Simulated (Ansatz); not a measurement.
# ClF₂H₃OSi: search for a transition state, part 2 of 2

Ansatz 0.2.0, Gaussian basis; PBE0-D4. The steps go on from the part before.

### 8 Relaxing after a step of 0.30 Å the other way along the mode

Contents of downb/in.yaml:

```yaml
crystal:
  periodic: [false, false, false]
  atoms:
    - {symbol: Si, position_ang: [-0.440521, -0.362272, -0.410996]}
    - {symbol: Cl, position_ang: [1.449182, 0.118810, -1.454326]}
    - {symbol: F, position_ang: [0.009738, -1.865866, -0.162047]}
    - {symbol: F, position_ang: [-1.648973, -0.385402, 0.686636]}
    - {symbol: H, position_ang: [-1.236789, 0.105331, -1.550669]}
    - {symbol: H, position_ang: [1.185687, 0.902084, 0.426334]}
    - {symbol: O, position_ang: [0.347001, 0.821585, 0.762514]}
    - {symbol: H, position_ang: [0.334674, 0.665730, 1.702456]}
basis:
  gaussian: {orbitals: def2-TZVP}
hamiltonian: {xc: pbe0, dispersion: d4}
relax: {f_tol: 0.005, max_steps: 200}
```

Run with:

```console
ansatz run in.yaml --threads 4 --pin off --events-out ev --progress --plain --max-ram 9574MiB
```

Log:

```text
Functional definition: PBE0
  name "PBE0"
  cite "Adamo & Barone, J. Chem. Phys. 110, 6158 (1999) doi:10.1063/1.478522"
  cite "Perdew, Burke & Ernzerhof, Phys. Rev. Lett. 77, 3865 (1996) doi:10.1103/PhysRevLett.77.3865"
  parent pbe
  parameter a = 0.25
  parameter kappa = 0.804
  parameter beta = 0.06672455060314922
  exchange = (1 - a)*pbe_x(kappa = kappa, mu = beta*pi^2/3) + a*exact_x
  correlation = pbe_c(beta = beta)
1131 factors; their error is unknown
mean field evaluation 1: about -27918.3990 eV, gradient 6.1e1 eV
mean field evaluation 2: about -27914.2120 eV, gradient 8.2e1 eV
mean field evaluation 4: about -27923.4541 eV, gradient 2.0e0 eV
mean field evaluation 8: about -27923.4612 eV, gradient 2.8e-2 eV
mean field evaluation 16: about -27923.5547 eV, gradient 6.4e-5 eV
mean field -27923.55467877 eV, -1026.1717071798 hartree, gradient 6.4e-5 eV, S^2 0.000000; 0 other end points of the search recorded, 0 dependent functions left out
the calculation of the forces begins
reference -27923.55470446 eV, -1026.1717081237 hartree; 30, 30 occupied and 155, 155 virtual orbitals, 1131 factors
relax step   1: F+E_penalty+E_count = -27923.69747600 eV  Δ(F+E_penalty+E_count) = +0.000e0 eV  max|allowed force component| = 4.119e0 eV/Å  Δτ_max = 0.0000 Å  (27 SCF iters, accepted)
these checks for a lower state are left out or cut short: starts, cluster_reference, orbital_swaps, neighbouring_geometries, increment
1131 factors; their error is unknown
mean field -27923.74732612 eV, -1026.1787868390 hartree, gradient 1.5e-5 eV, S^2 0.000000; 0 other end points of the search recorded, 0 dependent functions left out
the calculation of the forces begins
reference -27923.74735201 eV, -1026.1787877906 hartree; 30, 30 occupied and 155, 155 virtual orbitals, 1131 factors
relax step   2: F+E_penalty+E_count = -27923.88926342 eV  Δ(F+E_penalty+E_count) = -1.918e-1 eV  max|allowed force component| = 7.487e-1 eV/Å  Δτ_max = 0.0841 Å  (31 SCF iters, accepted)
these checks for a lower state are left out or cut short: starts, cluster_reference, orbital_swaps, neighbouring_geometries, increment
1131 factors; their error is unknown
mean field -27923.77139810 eV, -1026.1796714683 hartree, gradient 1.4e-5 eV, S^2 0.000000; 0 other end points of the search recorded, 0 dependent functions left out
the calculation of the forces begins
reference -27923.77142409 eV, -1026.1796724233 hartree; 30, 30 occupied and 155, 155 virtual orbitals, 1131 factors
relax step   3: F+E_penalty+E_count = -27923.91333005 eV  Δ(F+E_penalty+E_count) = -2.407e-2 eV  max|allowed force component| = 3.802e-1 eV/Å  Δτ_max = 0.0620 Å  (30 SCF iters, accepted)
[... from here on, the SCF cycles and remarks between the steps are left out ...]
relax step   4: F+E_penalty+E_count = -27923.92195855 eV  Δ(F+E_penalty+E_count) = -8.628e-3 eV  max|allowed force component| = 2.503e-1 eV/Å  Δτ_max = 0.0605 Å  (29 SCF iters, accepted)
relax step   5: F+E_penalty+E_count = -27923.93019202 eV  Δ(F+E_penalty+E_count) = -8.233e-3 eV  max|allowed force component| = 2.105e-1 eV/Å  Δτ_max = 0.0400 Å  (29 SCF iters, accepted)
relax step   6: F+E_penalty+E_count = -27923.93405515 eV  Δ(F+E_penalty+E_count) = -3.863e-3 eV  max|allowed force component| = 1.226e-1 eV/Å  Δτ_max = 0.0242 Å  (30 SCF iters, accepted)
relax step   7: F+E_penalty+E_count = -27923.93707505 eV  Δ(F+E_penalty+E_count) = -3.020e-3 eV  max|allowed force component| = 2.041e-1 eV/Å  Δτ_max = 0.0408 Å  (30 SCF iters, accepted)
relax step   8: F+E_penalty+E_count = -27923.94162407 eV  Δ(F+E_penalty+E_count) = -4.549e-3 eV  max|allowed force component| = 1.979e-1 eV/Å  Δτ_max = 0.0597 Å  (29 SCF iters, accepted)
relax step   9: F+E_penalty+E_count = -27923.94762261 eV  Δ(F+E_penalty+E_count) = -5.999e-3 eV  max|allowed force component| = 2.850e-1 eV/Å  Δτ_max = 0.1180 Å  (30 SCF iters, accepted)
relax step  10: F+E_penalty+E_count = -27923.95493528 eV  Δ(F+E_penalty+E_count) = -7.313e-3 eV  max|allowed force component| = 7.379e-1 eV/Å  Δτ_max = 0.1949 Å  (36 SCF iters, accepted)
relax step  11: F+E_penalty+E_count = -27923.99457337 eV  Δ(F+E_penalty+E_count) = -3.964e-2 eV  max|allowed force component| = 8.077e-1 eV/Å  Δτ_max = 0.1029 Å  (29 SCF iters, accepted)
relax step  12: F+E_penalty+E_count = -27924.07358193 eV  Δ(F+E_penalty+E_count) = -7.901e-2 eV  max|allowed force component| = 1.262e0 eV/Å  Δτ_max = 0.1965 Å  (35 SCF iters, accepted)
relax step  13: F+E_penalty+E_count = -27924.13984892 eV  Δ(F+E_penalty+E_count) = -6.627e-2 eV  max|allowed force component| = 1.017e0 eV/Å  Δτ_max = 0.1951 Å  (36 SCF iters, accepted)
relax step  14: F+E_penalty+E_count = -27924.24922277 eV  Δ(F+E_penalty+E_count) = -1.094e-1 eV  max|allowed force component| = 1.266e0 eV/Å  Δτ_max = 0.1990 Å  (35 SCF iters, accepted)
relax step  15: F+E_penalty+E_count = -27924.33102305 eV  Δ(F+E_penalty+E_count) = -8.180e-2 eV  max|allowed force component| = 7.103e-1 eV/Å  Δτ_max = 0.1354 Å  (30 SCF iters, accepted)
relax step  16: F+E_penalty+E_count = -27924.40083301 eV  Δ(F+E_penalty+E_count) = -6.981e-2 eV  max|allowed force component| = 7.162e-1 eV/Å  Δτ_max = 0.1961 Å  (30 SCF iters, accepted)
relax step  17: F+E_penalty+E_count = -27924.42413642 eV  Δ(F+E_penalty+E_count) = -2.330e-2 eV  max|allowed force component| = 6.433e-1 eV/Å  Δτ_max = 0.1358 Å  (29 SCF iters, accepted)
relax step  18: F+E_penalty+E_count = -27924.45337932 eV  Δ(F+E_penalty+E_count) = -2.924e-2 eV  max|allowed force component| = 2.373e-1 eV/Å  Δτ_max = 0.1347 Å  (29 SCF iters, accepted)
relax step  19: F+E_penalty+E_count = -27924.45221643 eV  Δ(F+E_penalty+E_count) = +1.163e-3 eV  max|allowed force component| = 7.071e-1 eV/Å  Δτ_max = 0.1601 Å  (29 SCF iters, rejected (line search))
relax step  20: F+E_penalty+E_count = -27924.46469869 eV  Δ(F+E_penalty+E_count) = -1.132e-2 eV  max|allowed force component| = 1.382e-1 eV/Å  Δτ_max = 0.0800 Å  (30 SCF iters, accepted)
relax step  21: F+E_penalty+E_count = -27924.46950276 eV  Δ(F+E_penalty+E_count) = -4.804e-3 eV  max|allowed force component| = 6.060e-2 eV/Å  Δτ_max = 0.1000 Å  (30 SCF iters, accepted)
relax step  22: F+E_penalty+E_count = -27924.47259423 eV  Δ(F+E_penalty+E_count) = -3.091e-3 eV  max|allowed force component| = 1.456e-1 eV/Å  Δτ_max = 0.1303 Å  (28 SCF iters, accepted)
relax step  23: F+E_penalty+E_count = -27924.47334588 eV  Δ(F+E_penalty+E_count) = -7.516e-4 eV  max|allowed force component| = 2.472e-1 eV/Å  Δτ_max = 0.0546 Å  (30 SCF iters, accepted)
relax step  24: F+E_penalty+E_count = -27924.47662710 eV  Δ(F+E_penalty+E_count) = -3.281e-3 eV  max|allowed force component| = 1.117e-1 eV/Å  Δτ_max = 0.0781 Å  (30 SCF iters, accepted)
relax step  25: F+E_penalty+E_count = -27924.41923894 eV  Δ(F+E_penalty+E_count) = +5.739e-2 eV  max|allowed force component| = 1.622e0 eV/Å  Δτ_max = 0.1909 Å  (28 SCF iters, rejected (line search))
relax step  26: F+E_penalty+E_count = -27924.47720887 eV  Δ(F+E_penalty+E_count) = -5.818e-4 eV  max|allowed force component| = 1.127e-1 eV/Å  Δτ_max = 0.0152 Å  (31 SCF iters, accepted)
relax step  27: F+E_penalty+E_count = -27924.47927503 eV  Δ(F+E_penalty+E_count) = -2.066e-3 eV  max|allowed force component| = 2.520e-2 eV/Å  Δτ_max = 0.0828 Å  (30 SCF iters, accepted)
relax step  28: F+E_penalty+E_count = -27924.45408702 eV  Δ(F+E_penalty+E_count) = +2.519e-2 eV  max|allowed force component| = 1.125e0 eV/Å  Δτ_max = 0.1467 Å  (29 SCF iters, rejected (line search))
relax step  29: F+E_penalty+E_count = -27924.47956889 eV  Δ(F+E_penalty+E_count) = -2.939e-4 eV  max|allowed force component| = 1.026e-2 eV/Å  Δτ_max = 0.0234 Å  (31 SCF iters, accepted)
relax step  30: F+E_penalty+E_count = -27924.47937696 eV  Δ(F+E_penalty+E_count) = +1.919e-4 eV  max|allowed force component| = 2.271e-1 eV/Å  Δτ_max = 0.0652 Å  (30 SCF iters, rejected (line search))
relax step  31: F+E_penalty+E_count = -27924.48002481 eV  Δ(F+E_penalty+E_count) = -4.559e-4 eV  max|allowed force component| = 5.369e-2 eV/Å  Δτ_max = 0.0314 Å  (31 SCF iters, accepted)
relax step  32: F+E_penalty+E_count = -27924.48035629 eV  Δ(F+E_penalty+E_count) = -3.315e-4 eV  max|allowed force component| = 7.230e-2 eV/Å  Δτ_max = 0.0370 Å  (30 SCF iters, accepted)
relax step  33: F+E_penalty+E_count = -27924.48059225 eV  Δ(F+E_penalty+E_count) = -2.360e-4 eV  max|allowed force component| = 5.373e-2 eV/Å  Δτ_max = 0.0321 Å  (30 SCF iters, accepted)
relax step  34: F+E_penalty+E_count = -27924.48059812 eV  Δ(F+E_penalty+E_count) = -5.871e-6 eV  max|allowed force component| = 4.628e-2 eV/Å  Δτ_max = 0.0305 Å  (30 SCF iters, accepted)
relax step  35: F+E_penalty+E_count = -27924.48074076 eV  Δ(F+E_penalty+E_count) = -1.426e-4 eV  max|allowed force component| = 2.070e-2 eV/Å  Δτ_max = 0.0141 Å  (31 SCF iters, accepted)
these checks for a lower state are left out or cut short: starts, cluster_reference, orbital_swaps, neighbouring_geometries, increment
1131 factors; their error is unknown
mean field -27924.34048744 eV, -1026.2005851158 hartree, gradient 1.2e-5 eV, S^2 0.000000; 0 other end points of the search recorded, 0 dependent functions left out
the calculation of the forces begins
reference -27924.34051540 eV, -1026.2005861431 hartree; 30, 30 occupied and 155, 155 virtual orbitals, 1131 factors
relax step  36: F+E_penalty+E_count = -27924.48075268 eV  Δ(F+E_penalty+E_count) = -1.192e-5 eV  max|allowed force component| = 2.396e-3 eV/Å  Δτ_max = 0.0009 Å  (33 SCF iters, accepted)
1131 factors; their error is unknown
mean field evaluation 288: about -27924.3405 eV, gradient 5.7e-5 eV
mean field -27924.34048744 eV, -1026.2005851158 hartree, gradient 1.2e-5 eV, S^2 0.000000; 1 other end points of the search recorded, 0 dependent functions left out
the calculation of the forces begins
reference -27924.34051540 eV, -1026.2005861431 hartree; 30, 30 occupied and 155, 155 virtual orbitals, 1131 factors
Total energy: -27924.48078063 eV, -1026.2057407954 hartree
Atom 0 at    -0.640291    -0.451073    -0.940775 Å, force     0.000956     0.000720     0.002396 eV/Å
Atom 1 at     0.465444     0.858190    -1.995657 Å, force    -0.000211    -0.000032    -0.000299 eV/Å
Atom 2 at     0.279704    -1.507364    -0.207513 Å, force    -0.000763     0.000531    -0.000556 eV/Å
Atom 3 at    -1.512386     0.292684     0.148291 Å, force     0.000593    -0.000701    -0.000948 eV/Å
Atom 4 at    -1.549654    -1.180611    -1.830225 Å, force    -0.000698    -0.000568    -0.000827 eV/Å
Atom 5 at     1.443302     0.022940     1.646932 Å, force    -0.000294    -0.000195     0.000531 eV/Å
Atom 6 at     1.137451     0.871865     1.318324 Å, force     0.000484     0.000599    -0.000611 eV/Å
Atom 7 at     0.376428     1.093369     1.860525 Å, force    -0.000066    -0.000354     0.000314 eV/Å
Dipole moment:    -0.187595    -0.219016     0.159812 e Å
```

It took 1.7 min on 4 threads of Arm Neoverse V1, shared host.

Relaxation path: (not every step is listed) (the energy doesn't fall at every step)

```csv
step,energy from step 1 (eV),largest force component (eV/Å)
1,0.0000,4.1188
2,-0.1918,0.7487
3,-0.2159,0.3802
4,-0.2245,0.2503
5,-0.2327,0.2105
6,-0.2366,0.1226
7,-0.2396,0.2041
8,-0.2441,0.1979
9,-0.2501,0.2850
11,-0.2971,0.8077
13,-0.4424,1.0165
15,-0.6335,0.7103
17,-0.7267,0.6433
19,-0.7547,0.7071
21,-0.7720,0.0606
23,-0.7759,0.2472
25,-0.7218,1.6222
27,-0.7818,0.0252
29,-0.7821,0.0103
31,-0.7825,0.0537
32,-0.7829,0.0723
33,-0.7831,0.0537
34,-0.7831,0.0463
35,-0.7833,0.0207
36,-0.7833,0.0024
```

Close pairs (by a distance rule), those that changed most:

```csv
bond,before (Å),after (Å),change (Å)
Si1–O7,1.844,3.164,+1.321
Si1–Cl2,2.212,2.012,-0.199
H6–O7,0.907,0.960,+0.053
Si1–F4,1.633,1.581,-0.052
Si1–F3,1.589,1.581,-0.008
O7–H8,0.953,0.960,+0.007
Si1–H5,1.467,1.466,-0.000
```

### 9 What the saddle joins

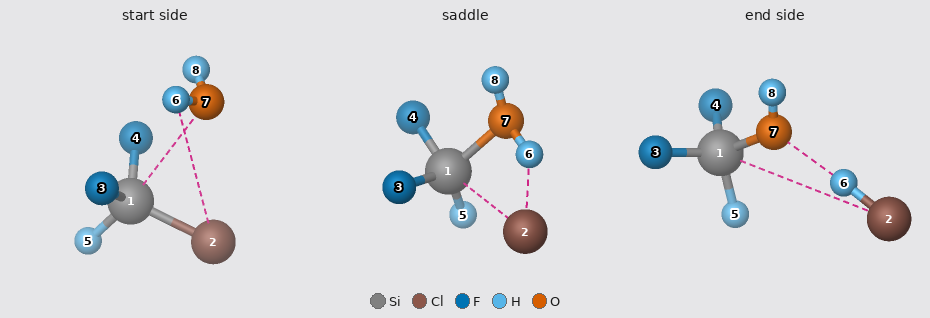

The minimum on the start side, the saddle and the minimum on the end side; broken lines mark the pairs that change.

```csv
pair,start side (Å),saddle (Å),end side (Å)
Si1–O7,3.164,1.761,1.626
Cl2–H6,3.863,1.688,1.291
Si1–Cl2,2.012,2.529,4.330
H6–O7,0.960,1.094,1.938
```

### 10 Summary of results

The summary covers parts 1 to 2.

| quantity | value |
| --- | --- |
| imaginary mode | 367i cm⁻¹ |
| barrier from the start side | 68.4 kJ/mol |
| barrier from the end side | 88.0 kJ/mol |
| energy of the step | -19.6 kJ/mol |
| pairs that change | Si1–O7 formed, Cl2–H6 formed, Si1–Cl2 broken, H6–O7 broken |
| zero-point energy at the saddle | 1.049 eV |

What this shows: One imaginary mode, 367i cm⁻¹, makes this a first-order saddle. The two relaxations end on the structures that were planned. At PBE0-D4/def2-TZVP the electronic barrier is 68.4 kJ/mol, about 28 kT at 298 K, and the step runs 19.6 kJ/mol downhill. A step off the saddle overshot and began above it in energy, so the link to its end is likely but not proven. The ends are the nearest minima, not always the lowest complexes.
